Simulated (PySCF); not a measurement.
**What a change does: NMR shielding calculation on C₂H₆Cl₄Si₂**

System: C₂H₆Cl₄Si₂.
Method of the first run: GIAO BLYP/pcSseg-1 NMR shielding, non-relativistic, gas phase (PySCF 2.14.0).

The geometry comes from this level: PBE0-D3(BJ)/def2-SVP. Text and figures count atoms from 1; the logs count them from 0 in places.

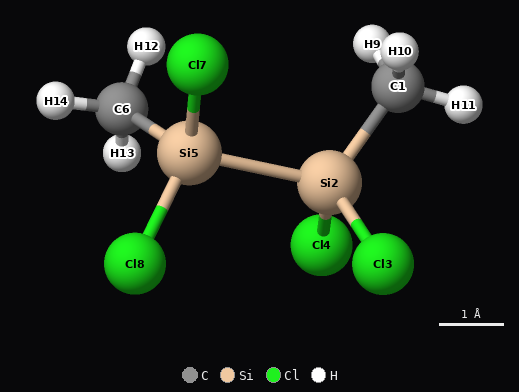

Fig. 1: The structure as given in the input (ball-and-stick view, seen at a tilt; atoms are numbered from 1 in the order of the input).

## Input, the first run
```
{"job": {"kind": "nmr", "xc": "BLYP", "basis": "pcSseg-1", "pop": false}, "charge": 0, "multiplicity": 1}
C      0.723631     2.031276     0.946144
Si    -0.130919     1.161139    -0.454873
Cl     0.167178     2.219661    -2.201004
Cl    -2.169148     1.059067    -0.069074
Si     0.582793    -1.036437    -0.784813
C     -0.072311    -2.243614     0.466201
Cl     2.656609    -0.994869    -0.682919
Cl     0.016738    -1.632808    -2.677515
H      0.527562     1.509764     1.895475
H      1.809152     2.041120     0.764041
H      0.365173     3.068187     1.030913
H      0.306381    -1.996313     1.469643
H     -1.172088    -2.200179     0.479233
H      0.242009    -3.267126     0.211868
```

The first line tells a small driver script what to run in PySCF; the rest is the geometry in Å.

Hardware: 1 CPU thread, shared host.

## Output (the first run)
```
coarse grid: 15640 points
cycle   1  E = -2499.4937249645  dE =  6.007e-01  |g| = 7.757e-01  |ddm| = 3.592e+00
cycle   2  E = -2499.2179973240  dE =  2.757e-01  |g| = 1.278e+00  |ddm| = 2.150e+00
cycle   3  E = -2499.6455821891  dE = -4.276e-01  |g| = 1.294e-01  |ddm| = 1.488e+00
cycle   4  E = -2499.6498391068  dE = -4.257e-03  |g| = 5.367e-02  |ddm| = 2.294e-01
cycle   5  E = -2499.6505480251  dE = -7.089e-04  |g| = 2.200e-02  |ddm| = 8.670e-02
cycle   6  E = -2499.6506759448  dE = -1.279e-04  |g| = 2.003e-03  |ddm| = 3.082e-02
cycle   7  E = -2499.6506765546  dE = -6.098e-07  |g| = 9.027e-04  |ddm| = 3.469e-03
final grid: 125488 points
cycle   8  E = -2499.6918880222  dE = -1.863e-05  |g| = 9.223e-03  |ddm| = 2.578e-02
cycle   9  E = -2499.6918399127  dE =  4.811e-05  |g| = 1.623e-02  |ddm| = 2.557e-02
cycle  10  E = -2499.6919092411  dE = -6.933e-05  |g| = 1.149e-03  |ddm| = 1.841e-02
cycle  11  E = -2499.6919095727  dE = -3.317e-07  |g| = 4.641e-04  |ddm| = 2.421e-03
cycle  12  E = -2499.6919096304  dE = -5.771e-08  |g| = 9.267e-05  |ddm| = 6.436e-04
cycle  13  E = -2499.6919096323  dE = -1.899e-09  |g| = 2.055e-05  |ddm| = 1.371e-04
cycle  14  E = -2499.6919096324  dE = -1.005e-10  |g| = 6.522e-06  |ddm| = 3.112e-05
converged SCF energy = -2499.6919096324

GIAO shielding tensors (ppm)
atom      isotropic    diamagn.    paramagn.     s11        s22        s33       span
  0 C      166.763     253.662     -86.899    154.675    164.906    180.709     26.034
  1 Si     280.048     878.560    -598.512    247.038    283.422    309.685     62.648
  2 Cl     843.306    1148.378    -305.073    711.684    860.428    957.805    246.121
  3 Cl     836.672    1150.014    -313.342    694.166    859.340    956.511    262.345
  4 Si     280.080     878.181    -598.101    247.178    283.169    309.892     62.714
  5 C      166.836     253.716     -86.880    154.537    165.003    180.968     26.431
  6 Cl     836.333    1149.117    -312.784    692.530    859.429    957.040    264.510
  7 Cl     843.179    1148.441    -305.263    712.794    859.685    957.056    244.262
  8 H       30.929      31.759      -0.830     27.298     28.840     36.649      9.351
  9 H       30.480      30.156       0.324     26.206     29.443     35.791      9.586
 10 H       30.385      27.875       2.510     26.564     28.146     36.444      9.880
 11 H       30.929      31.511      -0.582     27.322     28.779     36.684      9.362
 12 H       30.471      31.104      -0.633     26.107     29.530     35.776      9.669
 13 H       30.383      27.596       2.787     26.541     28.180     36.429      9.888
```

For the second run the input was changed thus:
```diff
-"xc": "BLYP"
+"xc": "KT2"
```

Predict how the results change.

The total energies belong to different methods, so their difference says nothing on which is more stable or more accurate. The HOMO goes from −6.79 to −7.05 eV. The LUMO goes from −1.32 to −1.73 eV. The dipole moment goes from 2.99 to 3.05 D. Of all shieldings, the largest change is that of Si2 and Si5, by +41.0 ppm. The functional changes from BLYP to KT2. The number of SCF iterations is the same.

## Output (the second run)
```
coarse grid: 15640 points
cycle   1  E = -2519.6039291434  dE =  6.208e-01  |g| = 7.163e-01  |ddm| = 3.558e+00
cycle   2  E = -2519.4242066079  dE =  1.797e-01  |g| = 1.075e+00  |ddm| = 1.989e+00
cycle   3  E = -2519.7230696937  dE = -2.989e-01  |g| = 1.603e-01  |ddm| = 1.392e+00
cycle   4  E = -2519.7299853830  dE = -6.916e-03  |g| = 4.182e-02  |ddm| = 2.521e-01
cycle   5  E = -2519.7304248021  dE = -4.394e-04  |g| = 1.605e-02  |ddm| = 6.745e-02
cycle   6  E = -2519.7304938554  dE = -6.905e-05  |g| = 2.331e-03  |ddm| = 2.408e-02
cycle   7  E = -2519.7304951921  dE = -1.337e-06  |g| = 6.574e-04  |ddm| = 4.196e-03
final grid: 125488 points
cycle   8  E = -2519.8100828277  dE = -2.224e-04  |g| = 3.188e-02  |ddm| = 4.629e-02
cycle   9  E = -2519.8099249365  dE =  1.579e-04  |g| = 3.359e-02  |ddm| = 6.329e-02
cycle  10  E = -2519.8101620133  dE = -2.371e-04  |g| = 1.100e-02  |ddm| = 5.452e-02
cycle  11  E = -2519.8101968855  dE = -3.487e-05  |g| = 1.683e-03  |ddm| = 1.592e-02
cycle  12  E = -2519.8101976906  dE = -8.051e-07  |g| = 3.806e-04  |ddm| = 2.502e-03
cycle  13  E = -2519.8101977294  dE = -3.884e-08  |g| = 5.769e-05  |ddm| = 4.929e-04
cycle  14  E = -2519.8101977300  dE = -6.048e-10  |g| = 1.074e-05  |ddm| = 6.060e-05
converged SCF energy = -2519.8101977300

GIAO shielding tensors (ppm)
atom      isotropic    diamagn.    paramagn.     s11        s22        s33       span
  0 C      174.319     255.682     -81.363    162.280    172.610    188.065     25.785
  1 Si     321.066     880.411    -559.345    287.928    324.554    350.716     62.788
  2 Cl     854.612    1149.958    -295.347    729.387    874.478    959.970    230.582
  3 Cl     847.975    1151.490    -303.515    712.434    873.245    958.245    245.810
  4 Si     321.105     880.028    -558.923    288.071    324.320    350.925     62.853
  5 C      174.380     255.717     -81.337    162.157    172.690    188.292     26.135
  6 Cl     847.664    1150.662    -302.998    710.904    873.205    958.883    247.979
  7 Cl     854.525    1150.006    -295.481    730.443    873.963    959.168    228.725
  8 H       30.716      31.538      -0.822     26.857     28.494     36.798      9.941
  9 H       30.274      30.009       0.266     25.789     29.088     35.946     10.157
 10 H       30.147      27.718       2.429     26.103     27.726     36.611     10.508
 11 H       30.716      31.288      -0.572     26.881     28.433     36.834      9.953
 12 H       30.265      30.920      -0.654     25.691     29.175     35.930     10.239
 13 H       30.146      27.437       2.709     26.081     27.760     36.597     10.516
```

## The two runs side by side

```csv
quantity,the first run,the second run
outcome,converged,converged
total energy (hartree),−2499.691910,−2519.810198
HOMO (eV),−6.79,−7.05
LUMO (eV),−1.32,−1.73
dipole moment (D),2.99,3.05
shielding of C1 (ppm),166.8,174.3
shielding of Si2 (ppm),280.0,321.1
shielding of Cl3 (ppm),843.3,854.6
shielding of Cl4 (ppm),836.7,848.0
shielding of Si5 (ppm),280.1,321.1
shielding of Cl7 (ppm),836.3,847.7
shielding of Cl8 (ppm),843.2,854.5
SCF iterations,14,14
basis functions,208,208
wall time (shared host),44 s,44 s
```
